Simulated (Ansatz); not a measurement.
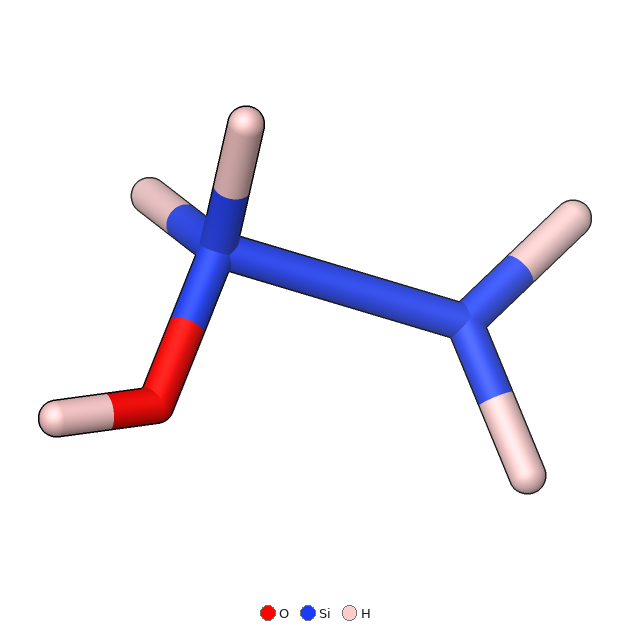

State: charge +1, singlet. The geometry was computed by an optimisation with PBE0-D4/def2-TZVP. No frequency run is at hand to confirm it as a minimum.

Give the structural formula.

SMILES: O[SiH2][SiH2+]

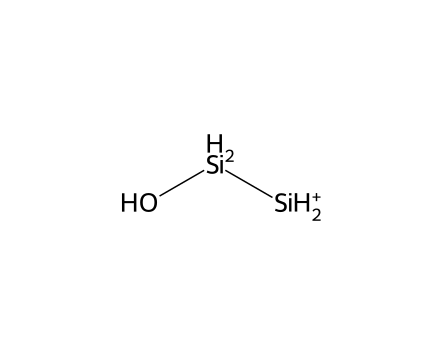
